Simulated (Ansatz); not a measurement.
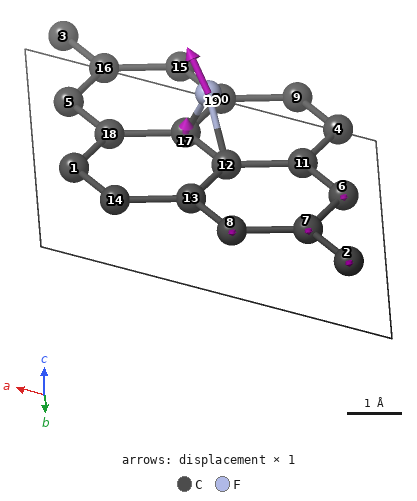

This is a relaxation of a slab of composition C₁₈F. The starting structure is drawn; purple arrows show the displacements, at their true length.

The picture is a ball-and-stick view of the cell of the calculation, outlined in the plane, without the vacuum (origin shifted), seen from a free direction.

It is F on graphene monolayer, set down by a guess. The run prepares an end point of a later path (adatom hop) calculation, from a guessed geometry.

Method: DFT PBEsol, scalar-relativistic, plane waves, PAW (Ansatz 0.2.0). (plane-wave cutoff 420 eV; k-point mesh 2 × 2 × 1; occupations fermi dirac; smearing width 0.05 eV; collinear spin; atoms relaxed in a fixed cell; force threshold 0.03 eV/Å; at most 60 steps)

Which element moves most?

Fluorine: up to 0.97 Å, against 0.34 Å for carbon.

What happened in the run?

The atom that moves furthest relative to the layer's centre is F19 (0.97 Å at 43° to the normal (+c side)). Largest moves by element: F 0.97 Å, C 0.34 Å. The cell doesn't change. Among the contacts that change: C12–F19 1.368 → 2.352 Å, C17–F19 1.357 → 1.522 Å, C10–C17 1.424 → 1.477 Å, C10–C15 1.424 → 1.414 Å. Among the angles between lasting bonds that change: C12–C17–F19 58.9° → 103.3°, C10–C17–C12 120.0° → 114.9°, C18–C17–F19 107.3° → 103.3°. After 12 geometry steps the energy has fallen by 4.587 eV per cell of the calculation. The largest force component goes from 13 to 0.025 eV/Å. The program noted that the starting moments weren't kept.

Limits of the set-up: the k-point mesh is coarse for a cell with partly filled bands; the periodic images lie only 7.4 Å apart, so the values are limited by the cell's size.
